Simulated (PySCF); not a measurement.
**CH8Cl2O2Si3 (SMILES [SiH3]O[SiH2]O[SiH2]C(Cl)Cl): density, localisation and related maps**

```xyz
16

Si   -1.5213    1.6106    1.5090
O    -1.5275    1.2601   -0.0796
Si   -1.3368    0.5674   -1.5166
O     0.1181   -0.1693   -1.6030
Si    1.4769   -0.9099   -1.1819
C     1.7003   -0.7533    0.7255
Cl    3.2544   -1.4519    1.2217
Cl    0.3793   -1.6000    1.5535
H    -2.3220    2.8278    1.6086
H    -2.1117    0.4838    2.2232
H    -0.1295    1.8470    1.8963
H    -2.3405   -0.4731   -1.6743
H    -1.2756    1.6368   -2.4995
H     1.3561   -2.3274   -1.4901
H     2.5824   -0.1920   -1.8051
H     1.6897    0.2694    1.1009
```

Geometry: GFN2-xTB.

All numbers below come from PySCF 2.14.0, PBE0/pcSseg-1, SCF density, gas phase, non-relativistic.

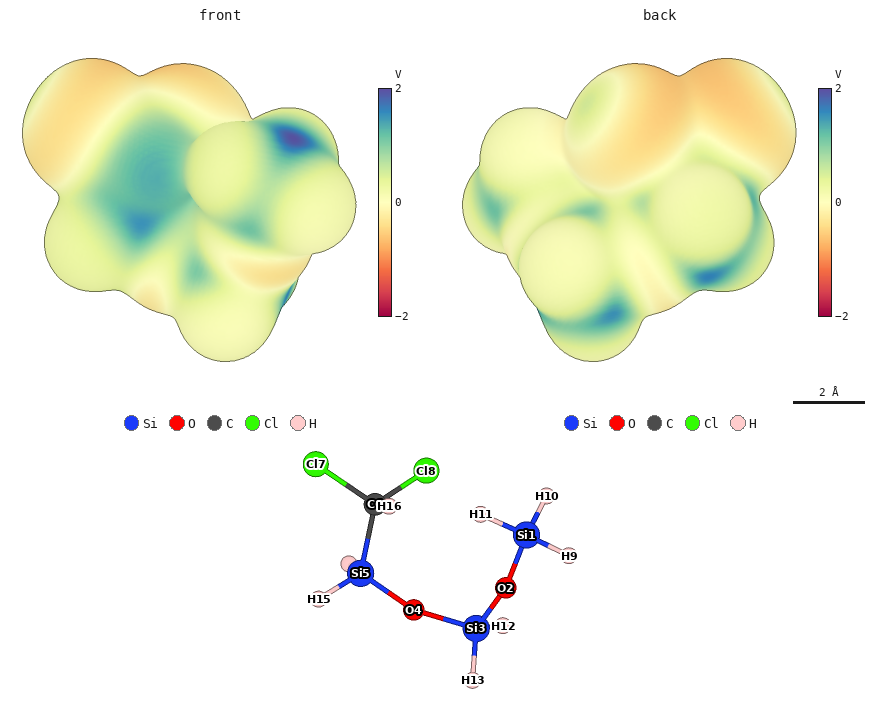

Figure 1. The molecular electrostatic potential painted on the density surface at 0.002 e/bohr³, seen from the front and from behind; the colour scale runs from red (negative) to blue (positive). The bare structure is drawn below in the same view.

> Where is the surface potential most negative and most positive?

The most negative region (about −0.6 V, or −14 kcal/mol for a unit charge) lies over Cl7 and Cl8, the most positive (about +1.7 V, or +39 kcal/mol for a unit charge) over Si1. Cl7 shows a σ-hole: about +0.5 V, or +12 kcal/mol for a unit charge at the tip opposite its bond, against about −0.4 V, or −9 kcal/mol for a unit charge on its flanks. Cl8 shows a σ-hole: about +0.5 V, or +12 kcal/mol for a unit charge at the tip opposite its bond, against about −0.2 V on its flanks.

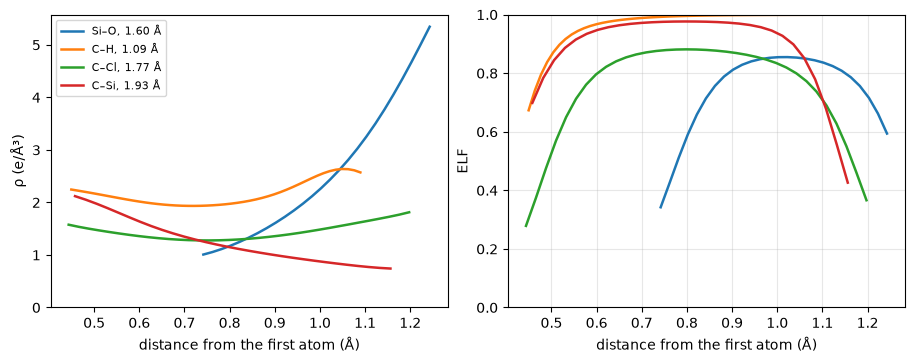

Figure 2. Total electron density and electron localisation function along straight lines between neighbouring atoms. The curves leave out the atomic cores.

> What can be read from the curves?

Si–O (1.60 Å): ρ at the midpoint is about 1.2 e/Å³; the ELF peaks at about 0.85 between the atoms, as expected for a short, strongly polar bond.
C–H (1.09 Å): ρ at the midpoint is about 2.1 e/Å³; the ELF climbs to about 1 towards the hydrogen, as it does in any bond to H; an ordinary covalent bond to hydrogen.
C–Cl (1.77 Å): the density is about 1.3 e/Å³ at the midpoint; the ELF peaks at about 0.90 between the atoms, as expected for localised, covalent bonding.
C–Si (1.93 Å): ρ at the midpoint is about 0.92 e/Å³; the ELF peaks at about 1 between the atoms: localised, covalent bonding.
